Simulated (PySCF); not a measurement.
Rh: atomic calculation

System: Rh, configuration 1s2 2s2 2p6 3s2 3p6 3d10 4s2 4p6 4d9, multiplicity 2.
Method: unrestricted wB97X, x2c-TZVPPall plus 1 even-tempered diffuse shell per l, spin-free X2C-1e, Gaussian nucleus (PySCF).

**Key numbers**

```tsv
quantity	value
outcome	converged
total energy	−4783.7303 hartree
⟨S²⟩	0.769
⟨L²⟩	6.38
SCF iterations	19
hardware	1 CPU thread, shared host
CPU time	18 s (integrals apart)
```

**Remarks**

Radii and densities are those of the two-component orbitals, without the picture-change correction, so the innermost s shells come out slightly too small (about 1 % for 1s near Z = 40, more for heavier atoms). This is not the ground configuration of the species.

**The input**
```python
from pyscf import gto, scf, dft, mp, cc
import basis_set_exchange as bse
mol = gto.M(atom="Rh 0 0 0", charge=0, spin=1, symmetry="D2h",
            basis=gto.basis.parse(bse.get_basis("x2c-TZVPPall", elements=["Rh"], fmt="nwchem", augment_diffuse=1)),
            nucmod="G")
mf = dft.UKS(mol, xc="WB97X").sfx2c1e()
mf.irrep_nelec = {'Ag': (8, 7), 'B1g': (2, 2), 'B2g': (2, 2), 'B3g': (2, 2), 'B1u': (3, 3), 'B2u': (3, 3), 'B3u': (3, 3)}
mf.kernel()
```

The script is an equivalent of what the driver set up; the driver started from orbitals of its own, so the log can be shorter than this script's would be, and it computed the properties (radii, ⟨L²⟩, response) afterwards. It held the occupations shell by shell, which the script's counts by irreducible representation don't always enforce.

**Output (extracts)**
```
damping factor = 0
level_shift factor = 0
DIIS = <class 'pyscf.scf.diis.CDIIS'>
diis_start_cycle = 1
diis_space = 10
diis_damp = 0
SCF conv_tol = 1e-09
SCF conv_tol_grad = None
number electrons alpha = 23  beta = 22
XC functionals = WB97X
    J.-D. Chai and M. Head-Gordon.,  J. Chem. Phys. 128, 084106 (2008)
cycle= 1 E= -4783.7287620692  delta_E= -0.0119  |g|= 0.0428  |ddm|= 0.122
cycle= 2 E= -4783.72905702325  delta_E= -0.000295  |g|= 0.0365  |ddm|= 0.0372
cycle= 3 E= -4783.72940554489  delta_E= -0.000349  |g|= 0.0113  |ddm|= 0.0216
cycle= 4 E= -4783.72960444401  delta_E= -0.000199  |g|= 0.0051  |ddm|= 0.0184
cycle= 5 E= -4783.72992719296  delta_E= -0.000323  |g|= 0.00396  |ddm|= 0.0403
cycle= 6 E= -4783.73022196509  delta_E= -0.000295  |g|= 0.00195  |ddm|= 0.0699
cycle= 7 E= -4783.73024051127  delta_E= -1.85e-05  |g|= 0.00168  |ddm|= 0.0156
cycle= 8 E= -4783.73024314212  delta_E= -2.63e-06  |g|= 0.000398  |ddm|= 0.00586
cycle= 9 E= -4783.73024355618  delta_E= -4.14e-07  |g|= 0.000243  |ddm|= 0.00105
cycle= 10 E= -4783.73024389185  delta_E= -3.36e-07  |g|= 0.000213  |ddm|= 0.000855
cycle= 11 E= -4783.73024597146  delta_E= -2.08e-06  |g|= 0.0002  |ddm|= 0.00556
cycle= 12 E= -4783.73026184642  delta_E= -1.59e-05  |g|= 0.0014  |ddm|= 0.0666
cycle= 13 E= -4783.73026225201  delta_E= -4.06e-07  |g|= 0.00089  |ddm|= 0.000353
cycle= 14 E= -4783.73026449809  delta_E= -2.25e-06  |g|= 0.00107  |ddm|= 0.0371
cycle= 15 E= -4783.73026457377  delta_E= -7.57e-08  |g|= 0.000438  |ddm|= 0.0139
cycle= 16 E= -4783.73026488181  delta_E= -3.08e-07  |g|= 0.000213  |ddm|= 0.0114
cycle= 17 E= -4783.73026489535  delta_E= -1.35e-08  |g|= 6.58e-05  |ddm|= 0.000128
cycle= 18 E= -4783.73026489705  delta_E= -1.69e-09  |g|= 1.61e-05  |ddm|= 0.000633
cycle= 19 E= -4783.73026489723  delta_E= -1.8e-10  |g|= 2.11e-07  |ddm|= 0.000205
converged SCF energy = -4783.73026489723  <S^2> = 0.76870526  2S+1 = 2.0186186
```

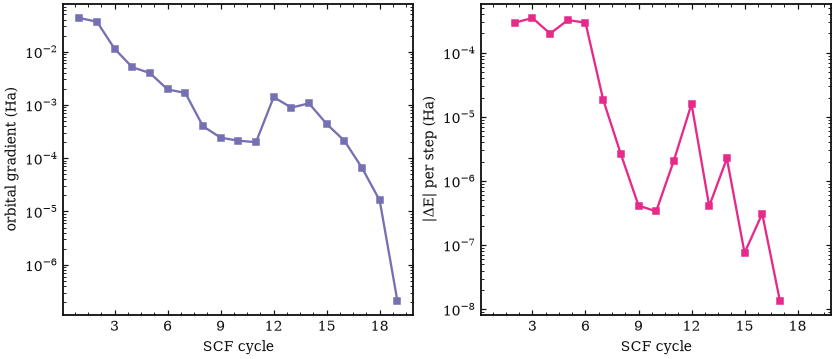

Fig. 1: Convergence: orbital gradient and change of the energy from step to step (the smallest changes aren't drawn) against the SCF cycle. The residual comes down, with one marked jump up, by a factor of about 7, at step 12. It goes from 0.043 to 2.1×10⁻⁷ in 19 steps.

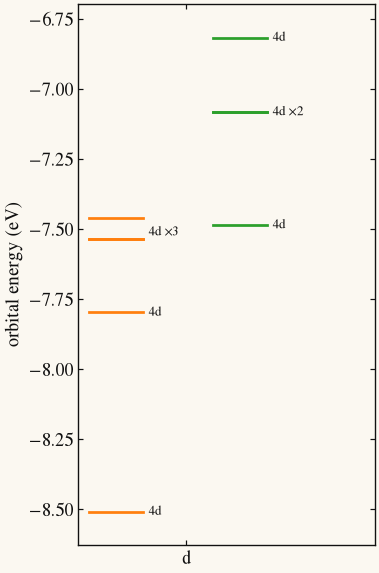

Fig. 2: Orbital energies of the mean field, from the top down to −8.51 eV, by angular momentum, α spin at the left of each column and β at the right; ×n counts the orbitals under one label. The highest filled orbital is 4d β at −6.82 eV, the lowest empty one s α at −0.352 eV.

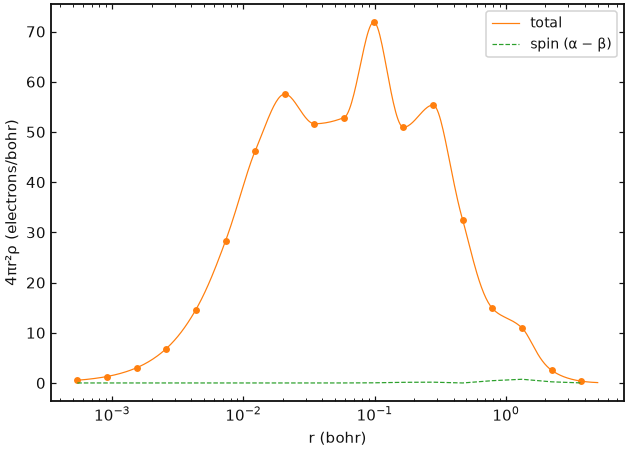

Fig. 3: Spherically averaged radial density 4πr²ρ of the mean field and its spin part; markers are the stored points, which are sparse, and the line is a monotone interpolation between them. The largest stored value is 71.9 electrons/bohr at r = 0.099 bohr. Root-mean-square radii of the shells: 3d 0.404, 3s 0.417, 3p 0.420, 4s 1.05, 4p 1.17, 4d 1.90 bohr.
